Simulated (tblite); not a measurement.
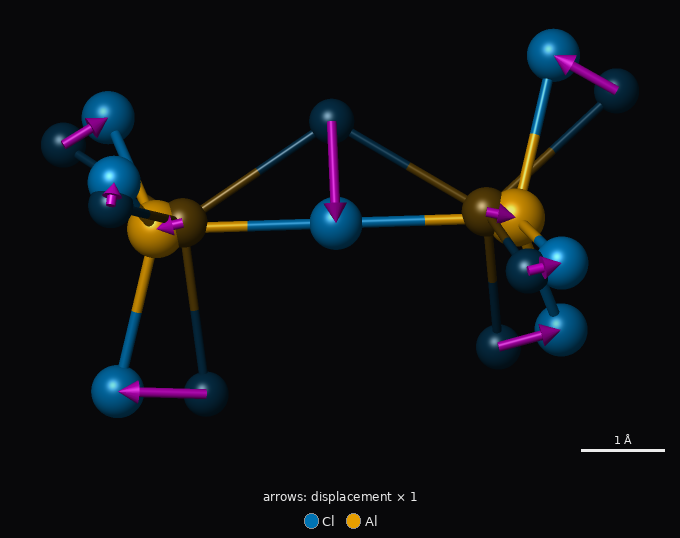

This is a relaxation of Al$_{2}$Cl$_{7}$ (charge −1). The starting structure is drawn faded, the final one solid; purple arrows show the displacements, at their true length. The two geometries are superimposed by the best rigid fit.

Style: ball-and-stick. Shown from a free direction.

Theory: GFN2-xTB geometry optimisation, gas phase in tblite 0.8.0. 

> Which element moves most?

Chlorine: up to 1.24 Å, against 0.37 Å for aluminium.

> Describe the change and its energy.

A Cl atom moves most after the best rigid fit: 1.24 Å. Largest moves by element: Cl 1.24 Å, Al 0.37 Å. Some distances before and after: Al–Cl 2.229 → 2.078 Å, Al–Cl 2.197 → 2.078 Å, Al–Cl 2.180 → 2.188 Å. Bond angles that change, for instance: Al–Cl–Al 115.3° → 179.8°, Cl–Al–Cl 114.7° → 104.6°, Cl–Al–Cl 112.9° → 104.4°. The energy falls by 0.955 eV in 78 geometry steps. Cost: 1.1 s on 1 thread of Arm Neoverse V1 (shared host).
